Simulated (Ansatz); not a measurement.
**CH3BFGa (SMILES FB[CH2][Ga]): density, localisation and related maps**

```
atom    x (Å)    y (Å)   z (Å)
   C   0.8755  -0.9178  1.3870
   B  -0.5226  -0.3646  1.6103
   F  -1.2095   0.1728  0.5914
  Ga   0.8302  -2.8750  0.6871
   H  -1.1256  -0.4516  2.6625
   H   1.4907  -1.0084  2.2985
   H   1.4420  -0.4400  0.5661
```

Geometry: PBE0-D3(BJ)/def2-SVP.

All numbers below come from isolated molecule in a Gaussian basis; Kohn-Sham density functional theory, functional PBE0 in Ansatz 0.2.0.

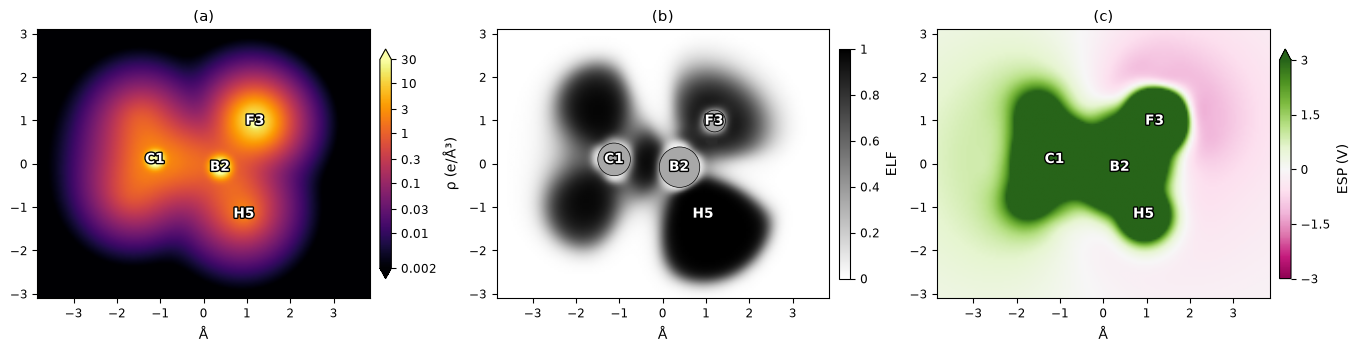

Figure 1. (a) total electron density; (b) electron localisation function; (c) electrostatic potential on the plane of atoms C1, B2 and H5. Grey discs cover the atomic cores in the ELF map.

> Read the bonding off the picture.

- The section cuts through C, B, F and H sites.
- B–F (1.34 Å): ρ at the midpoint is about 2.1 e/Å³; the ELF peaks at about 0.85 between the atoms: a polar covalent bond.
- C–B (1.52 Å): ρ is about 1.5 e/Å³ halfway; the ELF peaks at about 0.95 between the atoms; localised, covalent bonding.
- B–H (1.22 Å): ρ is about 1.2 e/Å³ halfway; the ELF climbs to about 1 towards the hydrogen, as it does in any bond to H; an ordinary covalent bond to hydrogen.
- The ELF also peaks beside F3, away from the bonds: lone-pair regions.
- Outside the dense part of the molecule the potential is most negative (−1.2 V) near F3.

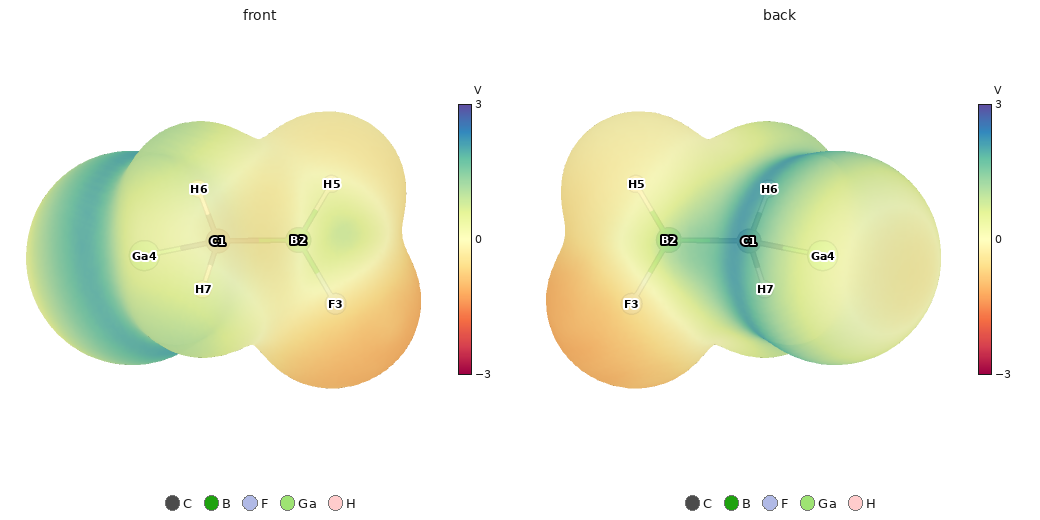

Figure 2. The electrostatic potential painted on the density surface at 0.002 e/bohr³, seen from the front and from behind; the colour scale runs from red (negative) to blue (positive).

> Describe the electrostatic potential map.

The most negative region (about −1.1 V) lies over F3, the most positive (about +2.1 V) over Ga4.

> How polar is the molecule by this calculation?

Its dipole moment is 2.27 D.

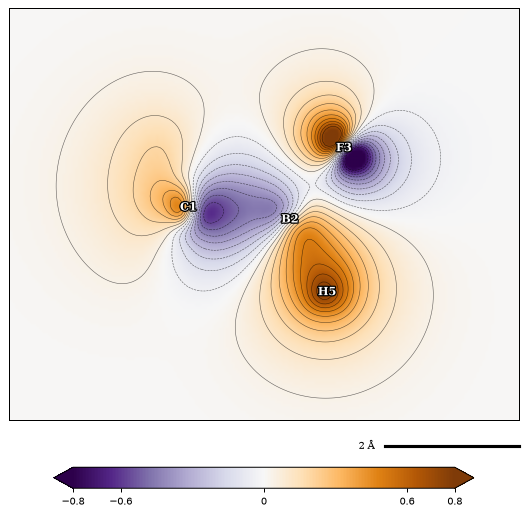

Figure 3. The HOMO−1 on the plane of atoms C1, B2 and H5 (values in Å⁻³ᐟ²; the overall sign is arbitrary).

> Where does this orbital lie, and at what energy?

By Hirshfeld shares it lies mainly on H5 (about 25 %), B2 (about 25 %), F3 (about 20 %) and C1 (about 20 %). Its energy is −8.78 eV.
